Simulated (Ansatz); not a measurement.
# SVWN5/STO-3G run of Cl2 (chlorine)

Aim: the electronic atomisation energy of Cl2 (chlorine) at SVWN5/STO-3G, from 2 runs. 

The results are computed with Ansatz 0.2.0.

**1. The molecule**

Cl2: 2 atoms, total charge 0, spin state singlet. As SMILES, `ClCl`. Geometry: relaxed at PBE0-D4/def2-TZVP.

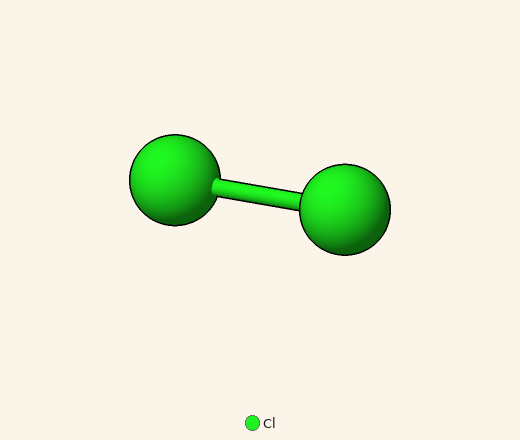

Viewed from a chosen angle; chlorine green.

**2. The energy at SVWN5/STO-3G**

input.yaml reads:

```yaml
crystal:
  periodic: [false, false, false]
  atoms:
    - symbol: Cl
      position_ang: [0.845690, -0.281600, 0.433600]
    - symbol: Cl
      position_ang: [-0.845690, 0.281600, -0.433600]
basis:
  gaussian: {orbitals: STO-3G}
hamiltonian: {xc: {name: SVWN5}}
accuracy: high
```

Command:

```
$ ansatz run input.yaml --threads 1 --pin off --max-ram 3480MiB --events-out events.jsonl --progress --plain --runs-dir runs
```

Log:

```text
Warning: RAYON_NUM_THREADS=1 ignored (pool sized by the plan → 1); use --threads N
Functional definition: SVWN5
  name "SVWN5"
  exchange = slater_x
  correlation = vwn5_c
297 factors; integrals over basis functions are off by at most 1.8e-8 eV
mean field evaluation 1: about -24688.0353 eV, gradient 3.6e0 eV
mean field evaluation 2: about -24688.1050 eV, gradient 1.4e0 eV
mean field evaluation 4: about -24688.1129 eV, gradient 2.6e-2 eV
mean field evaluation 8: about -24688.1129 eV, gradient 6.6e-7 eV
mean field -24688.11294017 eV, -907.2714163472 hartree, gradient 1.0e-9 eV, S^2 0.000000; 0 other end points of the search recorded, 0 dependent functions left out
reference -24688.11294132 eV, -907.2714163896 hartree; 17, 17 occupied and 1, 1 virtual orbitals, 297 factors
Total energy: -24688.11294132 eV, -907.2714163896 hartree
```

Run time: 0.42 s. Hardware: 1 thread of Arm Neoverse V1, shared host.

**3. The Cl atom**

in.yaml reads:

```yaml
basis:
  gaussian:
    orbitals: STO-3G
crystal:
  periodic: [false, false, false]
  atoms:
    - {symbol: Cl, position_ang: [0.000000, 0.000000, 0.000000]}
magnetization:
  spin_polarized: true
  initial_magnetization: 1
hamiltonian:
  xc: {name: SVWN5}
accuracy: high
```

Command:

```
$ ansatz run in.yaml --threads 1 --pin off --max-ram 3480MiB --events-out events.jsonl --progress --plain --runs-dir runs
```

Log:

```text
Warning: RAYON_NUM_THREADS=1 ignored (pool sized by the plan → 1); use --threads N
[... 4 set-up lines as earlier in the session ...]
42 factors; integrals over basis functions are off by at most 4.6e-9 eV
mean field evaluation 1: about -12342.4192 eV, gradient 1.2e-2 eV
mean field evaluation 2: about -12342.4192 eV, gradient 1.2e-2 eV
mean field evaluation 4: about -12342.4192 eV, gradient 6.1e-2 eV
mean field evaluation 8: about -12342.4192 eV, gradient 1.9e-11 eV
mean field evaluation 16: about -12342.4192 eV, gradient 6.1e-2 eV
mean field -12342.41923859 eV, -453.5755410260 hartree, gradient 1.4e-13 eV, S^2 0.750000; 1 other end points of the search recorded, 0 dependent functions left out
reference -12342.41923949 eV, -453.5755410589 hartree; 9, 8 occupied and 0, 1 virtual orbitals, 42 factors
Total energy: -12342.41923949 eV, -453.5755410589 hartree
```

Wall time 0.34 s (1 thread of Arm Neoverse V1, shared host).

**4. Results**

Level: SVWN5/STO-3G.

| quantity | value |
| --- | --- |
| molecule: total energy | -907.27142 Eh |
| Cl atom: total energy | -453.57554 Eh |
| Cl atom: ⟨S²⟩ | 0.750 |
| electronic atomisation energy | 3.274 eV |

**Reading.** Taking the molecule apart into free atoms costs 3.27 eV (76 kcal/mol), before zero-point energy and without spin-orbit coupling. In a minimal basis such a difference can be off by several eV, whatever the method.
